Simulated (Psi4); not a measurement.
**One shape, several levels: [HSO3]− (SMILES O=[SH](=O)[O-])**

Aim: a comparison of 3 runs (HF/3-21G, B3LYP/6-31G*, CCSD(T)/3-21G) of [HSO3]−. 

The results are computed with Psi4 1.11.

2 further runs of the same task are left out: 1 that didn't finish, 1 set aside as unsound or not needed.

## 1. The structure to begin with

[HSO3]−: 5 atoms, total charge -1, spin state singlet. SMILES: `O=[SH](=O)[O-]`. Geometry: relaxed at GFN2-xTB.

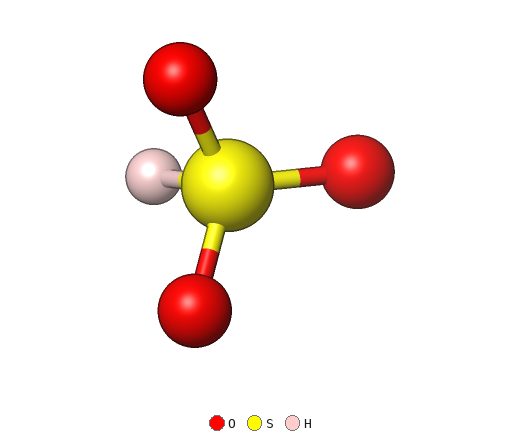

Viewed from a chosen angle; oxygen red, sulfur yellow, hydrogen pink.

## 2. The energy at HF/3-21G (run 1)

Input file job.json:

```json
{
  "schema_name": "qcschema_input",
  "schema_version": 1,
  "molecule": {
    "schema_name": "qcschema_molecule",
    "schema_version": 2,
    "symbols": ["O", "S", "O", "O", "H"],
    "geometry": [-0.58976463, -0.48679345, 2.6909889, -0.11393159, -0.13624925, 0.00243775, 1.32086187, -2.15360748, -1.20186582, -2.25021028, 0.81014449, -1.45110179, 1.63302573, 1.9665057, -0.04045904],
    "molecular_charge": -1,
    "molecular_multiplicity": 1,
    "fix_symmetry": "c1",
    "fix_com": true,
    "fix_orientation": true
  },
  "driver": "energy",
  "model": {
    "method": "scf",
    "basis": "3-21G"
  },
  "keywords": {
    "puream": true,
    "e_convergence": 1e-09,
    "d_convergence": 1e-08,
    "scf_type": "pk",
    "scf_properties": ["QUADRUPOLE", "LOWDIN_CHARGES", "WIBERG_LOWDIN_INDICES"]
  }
}
```

The run is started by

```
$ psi4 --qcschema job.json -n 1 --memory 1600MB
```

stdout:

```text
[...]
  Running in c1 symmetry.
[...]
  Nuclear repulsion =  192.274096758542356
[...]
  Multiplicity = 1
[...]
  Nalpha       = 21
  Nbeta        = 21
[...]
    Number of basis functions: 42
[...]
   @RHF iter   1:  -618.95946709909776    2.94604e-01   1.81741e-02 ADIIS/DIIS
[...]
   @RHF iter  11:  -619.21431943523203   -4.54747e-12   4.75771e-09 DIIS
[...]
    Orbital Energies [Eh]
    ---------------------
    Doubly Occupied:
       1A    -91.381681     2A    -20.203587     3A    -20.202992
       4A    -20.202863     5A     -8.969018     6A     -6.644561
       7A     -6.644541     8A     -6.641467     9A     -1.304672
      10A     -1.126418    11A     -1.125962    12A     -0.647910
      13A     -0.506580    14A     -0.430246    15A     -0.430207
      16A     -0.270944    17A     -0.270787    18A     -0.247947
      19A     -0.247764    20A     -0.219787    21A     -0.217117
[...]
  @RHF Final Energy:  -619.21431943523203
   => Energetics <=
    Nuclear Repulsion Energy =            192.2740967585423562
    One-Electron Energy =               -1247.1027323055609486
    Two-Electron Energy =                 435.6143161117866498
    Total Energy =                       -619.2143194352320279
[...]
 Multipole Moments:
 ------------------------------------------------------------------------------------
     Multipole            Electronic (a.u.)      Nuclear  (a.u.)        Total (a.u.)
 ------------------------------------------------------------------------------------
 L = 1.  Multiply by 2.5417464519 to convert [e a0] to [Debye]
 Dipole X            :         13.1112051          -12.3427840            0.7684210
 Dipole Y            :         15.7835326          -14.8555338            0.9279988
 Dipole Z            :         -0.3228529            0.3027153           -0.0201376
 Magnitude           :                                                    1.2050138
 L = 2.  Multiply by 1.3450342976 to convert [e a0^2] to [Debye ang]
 Quadrupole XX       :        -87.6693891           60.1220172          -27.5473720
 Quadrupole XY       :         34.9423910          -31.5844353            3.3579557
[...]
```

The result, in JSON:

```text
{
 "driver": "energy",
 "model": {
  "method": "scf",
  "basis": "3-21G"
 },
 "success": true,
 "return_result": -619.214319435232,
 "properties": {
  "calcinfo_nbasis": 42,
  "calcinfo_nmo": 42,
  "calcinfo_nalpha": 21,
  "calcinfo_nbeta": 21,
  "calcinfo_natom": 5,
  "nuclear_repulsion_energy": 192.27409675854236,
  "return_energy": -619.214319435232,
  "scf_one_electron_energy": -1247.102732305561,
  "scf_two_electron_energy": 435.61431611178665,
  "scf_dipole_moment": [0.768421044259938, 0.9279988238909702, -0.020137588349751212],
  "scf_total_energy": -619.214319435232,
  "scf_iterations": 11
 }
}
```

Run time: 2.5 s. Hardware: 1 thread of Intel Xeon Platinum 8488C (Sapphire Rapids), shared host; peak memory 0.18 GiB.

## 3. The energy at B3LYP/6-31G(d) (spherical functions) (run 2)

Input file ho3s.xyz:

```xyz
5
HO3S
O     -0.312090    -0.257600     1.424010
S     -0.060290    -0.072100     0.001290
O      0.698970    -1.139640    -0.636000
O     -1.190760     0.428710    -0.767890
H      0.864160     1.040630    -0.021410
```

Input file job.py:

```python
import psi4

psi4.set_memory('1600 MB')
psi4.set_num_threads(1)
psi4.set_output_file('run.log', False)

with open('ho3s.xyz') as f:
    atoms = ''.join(f.readlines()[2:])
m = psi4.geometry('-1 1\n' + atoms + 'symmetry c1')

options = {'basis': '6-31G*', 'puream': True, 'e_convergence': 1e-09, 'd_convergence': 1e-08, 'scf_type': 'pk', 'dft_radial_points': 99, 'dft_spherical_points': 590}
psi4.set_options(options)

E = psi4.energy('b3lyp', molecule=m)
print('E =', round(E, 9))
```

The run is started by

```
$ python job.py
```

run.log:

```text
[...]
  Running in c1 symmetry.
[...]
  Nuclear repulsion =  192.274096762066307
[...]
  Multiplicity = 1
[...]
  Nalpha       = 21
  Nbeta        = 21
[...]
    Number of basis functions: 62
[...]
   @RKS iter   1:  -624.02025525913484    5.24057e-01   1.69932e-02 ADIIS/DIIS
[...]
   @RKS iter  11:  -624.43629312637768   -1.70530e-12   2.99965e-09 DIIS
[...]
    Orbital Energies [Eh]
    ---------------------
    Doubly Occupied:
       1A    -88.874590     2A    -18.903489     3A    -18.903284
       4A    -18.903266     5A     -7.908076     6A     -5.872069
       7A     -5.871883     8A     -5.871879     9A     -0.907179
      10A     -0.769653    11A     -0.769266    12A     -0.398038
      13A     -0.293197    14A     -0.239179    15A     -0.239151
      16A     -0.124955    17A     -0.124943    18A     -0.092320
      19A     -0.092070    20A     -0.082193    21A     -0.043474
[...]
  @RKS Final Energy:  -624.43629312637768
   => Energetics <=
    Nuclear Repulsion Energy =            192.2740967620663071
    One-Electron Energy =               -1252.7058185325900013
    Two-Electron Energy =                 478.1994476583460596
    DFT Exchange-Correlation Energy =     -42.2040190142000355
    Empirical Dispersion Energy =           0.0000000000000000
    VV10 Nonlocal Energy =                  0.0000000000000000
    Total Energy =                       -624.4362931263775636
[...]
 Multipole Moments:
 ------------------------------------------------------------------------------------
     Multipole            Electronic (a.u.)      Nuclear  (a.u.)        Total (a.u.)
 ------------------------------------------------------------------------------------
 L = 1.  Multiply by 2.5417464519 to convert [e a0] to [Debye]
 Dipole X            :         -0.6667533            0.9727971            0.3060438
 Dipole Y            :         -0.7996636            1.1713635            0.3716999
 Dipole Z            :          0.0153043           -0.0240666           -0.0087623
 Magnitude           :                                                    0.4815603
[...]
```

The script printed:

```text
E = -624.436293126
```

Run time: 7.5 s. Hardware: 1 thread of Intel Xeon Platinum 8488C (Sapphire Rapids), shared host; peak memory 0.69 GiB.

## 4. The energy at CCSD(T)/3-21G (run 3)

ho3s.xyz is that of step 3.

Input file calc.py:

```python
import psi4

psi4.set_memory('1600 MB')
psi4.set_num_threads(1)
psi4.set_output_file('output.dat', False)

with open('ho3s.xyz') as f:
    atoms = ''.join(f.readlines()[2:])
mol = psi4.geometry('-1 1\n' + atoms + 'symmetry c1')

psi4.set_options(dict(basis='3-21G', puream=True, e_convergence=1e-09, d_convergence=1e-08, scf_type='pk', num_frozen_docc=8))

e, wfn = psi4.energy('ccsd(t)', return_wfn=True)
print(f'total energy {e:.8f} hartree = {e * 27.211386:.5f} eV')
for k, v in sorted(psi4.core.scalar_variables().items()):
    print(f'{k:45s} {v:18.10f}')
```

The run is started by

```
$ python calc.py
```

output.dat:

```text
[...]
  Running in c1 symmetry.
[...]
  Nuclear repulsion =  192.274096762066307
[...]
  Multiplicity = 1
[...]
  Nalpha       = 21
  Nbeta        = 21
[...]
    Number of basis functions: 42
[...]
   @RHF iter   1:  -618.95946709915040    2.94604e-01   1.81741e-02 ADIIS/DIIS
[...]
   @RHF iter  11:  -619.21431943522282   -3.75167e-12   4.75771e-09 DIIS
[...]
    Orbital Energies [Eh]
    ---------------------
    Doubly Occupied:
       1A    -91.381681     2A    -20.203587     3A    -20.202992
       4A    -20.202863     5A     -8.969018     6A     -6.644561
       7A     -6.644541     8A     -6.641467     9A     -1.304672
      10A     -1.126418    11A     -1.125962    12A     -0.647910
      13A     -0.506580    14A     -0.430246    15A     -0.430207
      16A     -0.270944    17A     -0.270787    18A     -0.247947
      19A     -0.247764    20A     -0.219787    21A     -0.217117
[...]
  @RHF Final Energy:  -619.21431943522282
   => Energetics <=
    Nuclear Repulsion Energy =            192.2740967620663071
    One-Electron Energy =               -1247.1027323124592385
    Two-Electron Energy =                 435.6143161151700269
    Total Energy =                       -619.2143194352228193
[...]
 Multipole Moments:
 ------------------------------------------------------------------------------------
     Multipole            Electronic (a.u.)      Nuclear  (a.u.)        Total (a.u.)
 ------------------------------------------------------------------------------------
 L = 1.  Multiply by 2.5417464519 to convert [e a0] to [Debye]
 Dipole X            :         -0.5291463            0.9727971            0.4436508
 Dipole Y            :         -0.6342646            1.1713635            0.5370989
 Dipole Z            :          0.0118993           -0.0240666           -0.0121673
 Magnitude           :                                                    0.6967419
[...]
      * MP2 total energy                      = -619.641616859164856
[...]
      * CCSD total energy                     = -619.644847755654382
[...]
      * CCSD(T) total energy                  = -619.658801300140226
```

The script printed:

```text
total energy -619.65880130 hartree = -16861.77483 eV
(T) CORRECTION ENERGY                              -0.0139535445
CC D1 DIAGNOSTIC                                    0.0655692089
CC D2 DIAGNOSTIC                                    0.1500157196
CC NEW D1 DIAGNOSTIC                                0.0655692089
CC T1 DIAGNOSTIC                                    0.0191204123
CCSD CORRELATION ENERGY                            -0.4305283204
CCSD DOUBLES ENERGY                                -0.4305283204
CCSD ITERATIONS                                    16.0000000000
CCSD OPPOSITE-SPIN CORRELATION ENERGY              -0.3332029145
CCSD SAME-SPIN CORRELATION ENERGY                  -0.0973254059
CCSD SINGLES ENERGY                                 0.0000000000
CCSD TOTAL ENERGY                                -619.6448477557
CCSD(T) CORRELATION ENERGY                         -0.4444818649
CCSD(T) TOTAL ENERGY                             -619.6588013001
CURRENT CORRELATION ENERGY                         -0.4444818649
CURRENT ENERGY                                   -619.6588013001
CURRENT REFERENCE ENERGY                         -619.2143194352
DD SOLVATION ENERGY                                 0.0000000000
HF KINETIC ENERGY                                 619.4989841509
HF POTENTIAL ENERGY                             -1238.7133035861
HF TOTAL ENERGY                                  -619.2143194352
HF VIRIAL RATIO                                     1.9995404920
MP2 CORRELATION ENERGY                             -0.4272974239
MP2 DOUBLES ENERGY                                 -0.4272974239
MP2 OPPOSITE-SPIN CORRELATION ENERGY               -0.3124434435
MP2 SAME-SPIN CORRELATION ENERGY                   -0.1148539804
MP2 SINGLES ENERGY                                 -0.0000000000
MP2 TOTAL ENERGY                                 -619.6416168592
NUCLEAR REPULSION ENERGY                          192.2740967621
ONE-ELECTRON ENERGY                             -1247.1027323125
PCM POLARIZATION ENERGY                             0.0000000000
PE ENERGY                                           0.0000000000
SCF ITERATION ENERGY                             -619.2143194352
SCF ITERATIONS                                     11.0000000000
SCF TOTAL ENERGY                                 -619.2143194352
TWO-ELECTRON ENERGY                               435.6143161152
```

Run time: 6.9 s. Hardware: 1 thread of Intel Xeon Platinum 8488C (Sapphire Rapids), shared host; peak memory 0.2 GiB.

## 5. Overview of the runs

```tsv
run	level	integration grid	frozen core orbitals	energy (Eh)	HOMO energy (eV)	LUMO energy (eV)	HOMO–LUMO gap (eV)	wall time
1	HF/3-21G	–	0	-619.214319	-5.91	10.95	16.86	2.5 s
2	B3LYP/6-31G* (spherical functions)	99 radial × 590 angular	0	-624.436293	-1.18	7.42	8.60	7.5 s
3	CCSD(T)/3-21G	–	8	-619.658801	-5.91	10.95	16.86	6.9 s
```

## 6. Summary of results

| quantity | value |
| --- | --- |
| run 3: total energy | -619.65880 Eh |
| run 3: HOMO energy (Hartree–Fock orbitals) | -5.91 eV |
| run 3: LUMO energy (Hartree–Fock orbitals) | 10.95 eV |
| run 3: HOMO–LUMO gap (to an unbound level, set by the basis) | 16.86 eV |
| run 3: correlation energy (8 core orbitals frozen) | -444.5 mEh |
| run 3: (T) correction | -13.95 mEh |
| run 3: T1 diagnostic | 0.019 |

All runs together took 17 s, the longest 7.5 s.
